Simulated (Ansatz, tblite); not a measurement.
**The cluster Ge22PH32: removing and adding an electron**

Aim: the energy of removing and adding an electron for the cluster Ge22PH32, by energy differences, and how well orbital energies stand in for it.

The runs use Ansatz 0.2.0, Gaussian basis; as each input shows.

Levels to be run: charge +1 singlet, at the geometry of the doublet (PBE0-D4/def2-SVP, PBE-D4/def2-SVP, B3LYP-D4/def2-SVP); charge -1 singlet, at the geometry of the doublet (PBE0-D4/def2-SVP, PBE-D4/def2-SVP, B3LYP-D4/def2-SVP); the starting doublet's energies come from earlier runs.

1 further run of the same task is left out (set aside as unsound or not needed). Runs told in other sessions of the task aren't counted.

### Step 1. The geometry

The geometry is that of the doublet, from an earlier relaxation (PBE-D4/def2-SVP).

55 atoms, charge 0, spin multiplicity 2.

Atoms are counted from 1 here; the program's logs count them from 0.

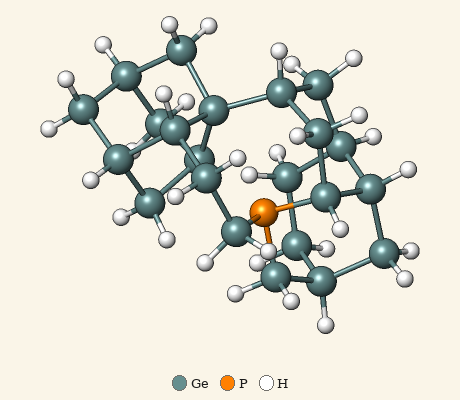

The structure; germanium teal, phosphorus orange, hydrogen white.

### Step 2. Charge +1 singlet at the fixed geometry, PBE0-D4/def2-SVP

The input, in.yaml:

```yaml
crystal:
  periodic: [false, false, false]
  atoms:
    - {symbol: Ge, position_ang: [-1.795547, -3.581961, 1.570908]}
    - {symbol: Ge, position_ang: [1.392327, -3.332661, -1.411358]}
    - {symbol: Ge, position_ang: [-2.035004, 1.770791, -4.258021]}
    - {symbol: Ge, position_ang: [1.081066, -0.589829, -4.225319]}
    - {symbol: P, position_ang: [-1.303695, -0.645649, -1.146124]}
    - {symbol: Ge, position_ang: [-0.109792, 1.324720, 1.366322]}
    - {symbol: Ge, position_ang: [1.185946, -0.737762, 1.875575]}
    - {symbol: Ge, position_ang: [1.008687, 2.720253, -1.860202]}
    - {symbol: Ge, position_ang: [-1.788116, -0.568665, 4.216803]}
    - {symbol: Ge, position_ang: [1.551649, 1.665277, 4.809957]}
    - {symbol: Ge, position_ang: [3.739275, -0.094237, -1.180931]}
    - {symbol: Ge, position_ang: [-2.743173, -2.320858, -0.303033]}
    - {symbol: Ge, position_ang: [-2.955886, 0.281197, -2.543707]}
    - {symbol: Ge, position_ang: [-2.325584, 0.988983, 2.396934]}
    - {symbol: Ge, position_ang: [-0.204141, -2.018356, -2.709472]}
    - {symbol: Ge, position_ang: [-0.399306, -2.214711, 3.040515]}
    - {symbol: Ge, position_ang: [2.526782, -1.788811, 0.113254]}
    - {symbol: Ge, position_ang: [-0.488084, 0.554816, -5.709367]}
    - {symbol: Ge, position_ang: [-0.805510, 3.613829, -3.230413]}
    - {symbol: Ge, position_ang: [2.397221, 1.007740, -2.915461]}
    - {symbol: Ge, position_ang: [0.877144, 3.020893, 2.876122]}
    - {symbol: Ge, position_ang: [2.777106, -0.110475, 3.653915]}
    - {symbol: Ge, position_ang: [-0.420951, 0.646603, 5.853193]}
    - {symbol: H, position_ang: [-2.996187, -4.165297, 2.376576]}
    - {symbol: H, position_ang: [-0.983366, -4.783602, 1.008510]}
    - {symbol: H, position_ang: [2.443392, -3.947823, -2.383761]}
    - {symbol: H, position_ang: [0.711899, -4.496415, -0.636597]}
    - {symbol: H, position_ang: [-3.237079, 2.331067, -5.081495]}
    - {symbol: H, position_ang: [2.058604, -1.501568, -5.032500]}
    - {symbol: H, position_ang: [0.354600, 2.074097, -0.531028]}
    - {symbol: H, position_ang: [1.935223, 3.874750, -1.366101]}
    - {symbol: H, position_ang: [-3.035243, -1.219014, 4.897509]}
    - {symbol: H, position_ang: [2.394555, 2.431027, 5.879042]}
    - {symbol: H, position_ang: [4.973205, -0.766778, -1.857287]}
    - {symbol: H, position_ang: [4.274859, 0.999893, -0.207152]}
    - {symbol: H, position_ang: [-3.130055, -3.284814, -1.467371]}
    - {symbol: H, position_ang: [-4.038164, -1.593908, 0.163070]}
    - {symbol: H, position_ang: [-3.784320, -0.857309, -3.217030]}
    - {symbol: H, position_ang: [-3.906482, 1.075133, -1.598633]}
    - {symbol: H, position_ang: [-3.386037, 0.387683, 1.429579]}
    - {symbol: H, position_ang: [-2.879049, 2.342671, 2.932874]}
    - {symbol: H, position_ang: [-1.229547, -2.891707, -3.503005]}
    - {symbol: H, position_ang: [0.358225, -3.152951, 4.032597]}
    - {symbol: H, position_ang: [3.617837, -2.610361, 0.877247]}
    - {symbol: H, position_ang: [-1.248644, -0.489193, -6.577766]}
    - {symbol: H, position_ang: [0.242607, 1.545756, -6.662045]}
    - {symbol: H, position_ang: [-0.234473, 4.531128, -4.351455]}
    - {symbol: H, position_ang: [-1.748464, 4.475181, -2.339884]}
    - {symbol: H, position_ang: [3.376152, 1.723539, -3.900468]}
    - {symbol: H, position_ang: [2.140833, 3.698334, 2.263389]}
    - {symbol: H, position_ang: [-0.141620, 4.142236, 3.237578]}
    - {symbol: H, position_ang: [4.106172, 0.435587, 3.050009]}
    - {symbol: H, position_ang: [3.116220, -1.332383, 4.557156]}
    - {symbol: H, position_ang: [-1.294547, 1.742977, 6.533199]}
    - {symbol: H, position_ang: [0.043979, -0.339963, 6.965653]}
basis:
  gaussian: {orbitals: def2-SVP, fitting: {mean_field: def2-universal-jkfit}}
total_charge: 1
hamiltonian: {xc: pbe0, dispersion: d4}
scf: {omitted_lower_state_checks: [starts]}
output: {orbitals: {seedname: orbitals}}
```

Run with:

```
$ ansatz run in.yaml --threads 11 --pin off --events-out ev --progress --plain --max-ram 174080MiB --backend cuda --devices 0, --max-vram 75GiB
```

What it wrote:

```text
Functional definition: PBE0
  name "PBE0"
  cite "Adamo & Barone, J. Chem. Phys. 110, 6158 (1999) doi:10.1063/1.478522"
  cite "Perdew, Burke & Ernzerhof, Phys. Rev. Lett. 77, 3865 (1996) doi:10.1103/PhysRevLett.77.3865"
  parent pbe
  parameter a = 0.25
  parameter kappa = 0.804
  parameter beta = 0.06672455060314922
  exchange = (1 - a)*pbe_x(kappa = kappa, mu = beta*pi^2/3) + a*exact_x
  correlation = pbe_c(beta = beta)
these checks for a lower state are left out or cut short: starts
6556 factors; integrals over basis functions are off by at most 3.4e-1 eV
mean field evaluation 1: about -1252895.7004 eV, gradient 5.3e1 eV
mean field evaluation 2: about -1252896.0332 eV, gradient 4.9e1 eV
mean field evaluation 4: about -1252898.8329 eV, gradient 3.9e0 eV
mean field evaluation 8: about -1252898.8395 eV, gradient 3.7e-1 eV
mean field evaluation 16: about -1252898.8399 eV, gradient 2.9e-4 eV
mean field -1252898.83990412 eV, -46043.1831211408 hartree, gradient 2.3e-5 eV, S^2 0.000000; 0 other end points of the search recorded, 0 dependent functions left out
reference -1252898.83998167 eV, -46043.1831239909 hartree; 375, 375 occupied and 507, 507 virtual orbitals, 6556 factors
Total energy: -1252902.37369702 eV, -46043.3129856346 hartree
Checks for a lower state left out: starts
```

Run time: 11 s. Hardware: 1 × H100 with 11 threads of AMD EPYC 7R13, shared host; peak host memory 1.6 GiB.

From the report: HOMO -9.48 eV, LUMO -7.04 eV.

### Step 3. Charge +1 singlet at the fixed geometry, PBE-D4/def2-SVP

start.molden holds the orbitals of an earlier run on this state, given as this run's starting guess.

Edit in.yaml of step 2 so:

```diff
@@ -59,5 +59,5 @@
 basis:
-  gaussian: {orbitals: def2-SVP, fitting: {mean_field: def2-universal-jkfit}}
+  gaussian: {orbitals: def2-SVP, fitting: {mean_field: def2-universal-jkfit}, initial_orbitals: start.molden}
 total_charge: 1
-hamiltonian: {xc: pbe0, dispersion: d4}
+hamiltonian: {xc: pbe, dispersion: d4}
 scf: {omitted_lower_state_checks: [starts]}
```

Same command.

What it wrote:

```text
Functional definition: PBE
  name "PBE"
  cite "Perdew, Burke & Ernzerhof, Phys. Rev. Lett. 77, 3865 (1996) doi:10.1103/PhysRevLett.77.3865"
  parent pbe
  parameter kappa = 0.804
  parameter beta = 0.06672455060314922
  exchange = pbe_x(kappa = kappa, mu = beta*pi^2/3)
  correlation = pbe_c(beta = beta)
these checks for a lower state are left out or cut short: starts
6556 factors; integrals over basis functions are off by at most 3.4e-1 eV
mean field evaluation 1: about -1252863.3111 eV, gradient 2.3e1 eV
mean field evaluation 2: about -1252864.2644 eV, gradient 9.4e-1 eV
mean field evaluation 4: about -1252864.2180 eV, gradient 8.7e-2 eV
mean field evaluation 8: about -1252864.2181 eV, gradient 1.4e-5 eV
mean field -1252864.21807196 eV, -46041.9107922764 hartree, gradient 1.4e-5 eV, S^2 0.000000; 0 other end points of the search recorded, 0 dependent functions left out
reference -1252864.21817519 eV, -46041.9107960701 hartree; 375, 375 occupied and 507, 507 virtual orbitals, 6556 factors
Total energy: -1252868.07581942 eV, -46042.0525618808 hartree
Checks for a lower state left out: starts
```

It took 7 s on 1 × H100 with 11 threads of AMD EPYC 7R13, shared host; peak host memory 1.6 GiB.

Report: HOMO -8.56 eV, LUMO -7.48 eV.

### Step 4. Charge +1 singlet at the fixed geometry, B3LYP-D4/def2-SVP

Edit in.yaml of step 3 so:

```diff
@@ -61,3 +61,3 @@
 total_charge: 1
-hamiltonian: {xc: pbe, dispersion: d4}
+hamiltonian: {xc: {name: B3LYP}, dispersion: d4}
 scf: {omitted_lower_state_checks: [starts]}
```

Same command.

What it wrote, cut to the lines that bear on the results:

```text
Functional definition: B3LYP
  name "B3LYP"
  cite "Stephens, Devlin, Chabalowski & Frisch, J. Phys. Chem. 98, 11623 (1994) doi:10.1021/j100096a001"
  cite "Becke, Phys. Rev. A 38, 3098 (1988) doi:10.1103/PhysRevA.38.3098"
  cite "Lee, Yang & Parr, Phys. Rev. B 37, 785 (1988) doi:10.1103/PhysRevB.37.785"
  cite "Vosko, Wilk & Nusair, Can. J. Phys. 58, 1200 (1980) doi:10.1139/p80-159"
[...]
6556 factors; integrals over basis functions are off by at most 3.4e-1 eV
[...]
mean field -1253084.19545138 eV, -46049.9948118642 hartree, gradient 1.3e-5 eV, S^2 0.000000; 0 other end points of the search recorded, 0 dependent functions left out
reference -1253084.19618098 eV, -46049.9948386765 hartree; 375, 375 occupied and 507, 507 virtual orbitals, 6556 factors
Total energy: -1253090.47448936 eV, -46050.2255622540 hartree
Checks for a lower state left out: starts
```

Wall time 13 s (1 × H100 with 11 threads of AMD EPYC 7R13, shared host); peak host memory 1.6 GiB.

Report: HOMO -9.26 eV, LUMO -7.12 eV.

### Step 5. Vertical ionisation energy

Charged state less starting state, doublet to singlet; the starting state's energies are those of its earlier runs.

```
            level  vertical ionisation energy (eV)  time
  PBE-D4/def2-SVP                            +6.02  18 s
B3LYP-D4/def2-SVP                            +6.16  33 s
 PBE0-D4/def2-SVP                            +6.20  43 s
```

Times add the two runs; a level without a time comes out of a correlated run.

Beside −ε(HOMO) of the starting state (over both spins):

```
            level  −ε(HOMO) (eV)  by difference (eV)  mismatch (eV)
  PBE-D4/def2-SVP           4.39                6.02          -1.62
B3LYP-D4/def2-SVP           4.98                6.16          -1.18
 PBE0-D4/def2-SVP           5.21                6.20          -0.99
```

### Step 6. Charge -1 singlet at the fixed geometry, PBE0-D4/def2-SVP

Edit in.yaml of step 4 so:

```diff
@@ -59,5 +59,5 @@
 basis:
-  gaussian: {orbitals: def2-SVP, fitting: {mean_field: def2-universal-jkfit}, initial_orbitals: start.molden}
-total_charge: 1
-hamiltonian: {xc: {name: B3LYP}, dispersion: d4}
+  gaussian: {orbitals: def2-SVP, fitting: {mean_field: def2-universal-jkfit}}
+total_charge: -1
+hamiltonian: {xc: pbe0, dispersion: d4}
 scf: {omitted_lower_state_checks: [starts]}
```

Same command.

What it wrote, cut to the lines that bear on the results:

```text
Functional definition: PBE0
  name "PBE0"
  cite "Adamo & Barone, J. Chem. Phys. 110, 6158 (1999) doi:10.1063/1.478522"
  cite "Perdew, Burke & Ernzerhof, Phys. Rev. Lett. 77, 3865 (1996) doi:10.1103/PhysRevLett.77.3865"
  parent pbe
[...]
6556 factors; integrals over basis functions are off by at most 3.4e-1 eV
[...]
mean field -1252907.28698030 eV, -46043.4935454648 hartree, gradient 6.9e-5 eV, S^2 0.000000; 0 other end points of the search recorded, 0 dependent functions left out
reference -1252907.28706186 eV, -46043.4935484623 hartree; 376, 376 occupied and 506, 506 virtual orbitals, 6556 factors
Total energy: -1252910.94344098 eV, -46043.6279179163 hartree
Checks for a lower state left out: starts
```

Run time: 10 s. Hardware: 1 × H100 with 11 threads of AMD EPYC 7R13, shared host; peak host memory 1.6 GiB.

From the report: HOMO -1.40 eV, LUMO 1.24 eV.

### Step 7. Charge -1 singlet at the fixed geometry, PBE-D4/def2-SVP

Edit in.yaml of step 6 so:

```diff
@@ -59,5 +59,5 @@
 basis:
-  gaussian: {orbitals: def2-SVP, fitting: {mean_field: def2-universal-jkfit}}
+  gaussian: {orbitals: def2-SVP, fitting: {mean_field: def2-universal-jkfit}, initial_orbitals: start.molden}
 total_charge: -1
-hamiltonian: {xc: pbe0, dispersion: d4}
+hamiltonian: {xc: pbe, dispersion: d4}
 scf: {omitted_lower_state_checks: [starts]}
```

Same command.

What it wrote:

```text
Functional definition: PBE
  name "PBE"
  cite "Perdew, Burke & Ernzerhof, Phys. Rev. Lett. 77, 3865 (1996) doi:10.1103/PhysRevLett.77.3865"
  parent pbe
  parameter kappa = 0.804
  parameter beta = 0.06672455060314922
  exchange = pbe_x(kappa = kappa, mu = beta*pi^2/3)
  correlation = pbe_c(beta = beta)
these checks for a lower state are left out or cut short: starts
6556 factors; integrals over basis functions are off by at most 3.4e-1 eV
mean field evaluation 1: about -1252871.6175 eV, gradient 2.3e1 eV
mean field evaluation 2: about -1252872.5543 eV, gradient 8.9e-1 eV
mean field evaluation 4: about -1252872.5071 eV, gradient 8.7e-2 eV
mean field evaluation 8: about -1252872.5072 eV, gradient 1.4e-5 eV
mean field -1252872.50715413 eV, -46042.2154104278 hartree, gradient 1.4e-5 eV, S^2 0.000000; 0 other end points of the search recorded, 0 dependent functions left out
reference -1252872.50726299 eV, -46042.2154144281 hartree; 376, 376 occupied and 506, 506 virtual orbitals, 6556 factors
Total energy: -1252876.50001695 eV, -46042.3621454297 hartree
Checks for a lower state left out: starts
```

Wall time 6.5 s (1 × H100 with 11 threads of AMD EPYC 7R13, shared host); peak host memory 1.6 GiB.

Report: HOMO -0.80 eV, LUMO 0.58 eV.

### Step 8. Charge -1 singlet at the fixed geometry, B3LYP-D4/def2-SVP

Edit in.yaml of step 7 so:

```diff
@@ -61,3 +61,3 @@
 total_charge: -1
-hamiltonian: {xc: pbe, dispersion: d4}
+hamiltonian: {xc: {name: B3LYP}, dispersion: d4}
 scf: {omitted_lower_state_checks: [starts]}
```

The command is unchanged.

What it wrote, cut to the lines that bear on the results:

```text
Functional definition: B3LYP
  name "B3LYP"
  cite "Stephens, Devlin, Chabalowski & Frisch, J. Phys. Chem. 98, 11623 (1994) doi:10.1021/j100096a001"
  cite "Becke, Phys. Rev. A 38, 3098 (1988) doi:10.1103/PhysRevA.38.3098"
  cite "Lee, Yang & Parr, Phys. Rev. B 37, 785 (1988) doi:10.1103/PhysRevB.37.785"
  cite "Vosko, Wilk & Nusair, Can. J. Phys. 58, 1200 (1980) doi:10.1139/p80-159"
[...]
6556 factors; integrals over basis functions are off by at most 3.4e-1 eV
[...]
mean field -1253092.56730799 eV, -46050.3024719201 hartree, gradient 2.6e-5 eV, S^2 0.000000; 0 other end points of the search recorded, 0 dependent functions left out
reference -1253092.56807677 eV, -46050.3025001720 hartree; 376, 376 occupied and 506, 506 virtual orbitals, 6556 factors
Total energy: -1253099.05366462 eV, -46050.5408411295 hartree
Checks for a lower state left out: starts
```

Run time: 14 s. Hardware: 1 × H100 with 11 threads of AMD EPYC 7R13, shared host; peak host memory 1.6 GiB.

HOMO -1.24 eV, LUMO 1.14 eV.

### Step 9. Vertical electron affinity

Starting state less charged state (positive: the electron is bound), doublet to singlet; the starting state's energies are those of its earlier runs.

```
            level  vertical electron affinity (eV)  time
  PBE-D4/def2-SVP                            +2.41  18 s
B3LYP-D4/def2-SVP                            +2.42  34 s
 PBE0-D4/def2-SVP                            +2.37  42 s
```

Times add the two runs; a level without a time comes out of a correlated run.

Beside −ε(LUMO) of the starting state (over both spins):

```
            level  −ε(LUMO) (eV)  by difference (eV)  mismatch (eV)
  PBE-D4/def2-SVP           3.87                2.41          +1.46
B3LYP-D4/def2-SVP           3.38                2.42          +0.96
 PBE0-D4/def2-SVP           3.21                2.37          +0.84
```

### Step 10. Outcome

| quantity | value |
| --- | --- |
| vertical ionisation energy, functionals in def2-SVP | 6.02 (PBE-D4) to 6.20 eV (PBE0-D4) |
| vertical electron affinity, functionals in def2-SVP | 2.37 (PBE0-D4) to 2.42 eV (B3LYP-D4) |

The vertical ionisation energy spans 6.02 to 6.20 eV over the functionals. −ε(HOMO) misses the level's own difference by -0.99 eV at best (PBE0-D4) and -1.62 eV at worst (PBE-D4). The vertical electron affinity spans 2.37 to 2.42 eV over the functionals. −ε(LUMO) misses the level's own difference by +0.84 eV at best (PBE0-D4) and +1.46 eV at worst (PBE-D4). The charged states' spins were chosen beforehand and needn't be their lowest.
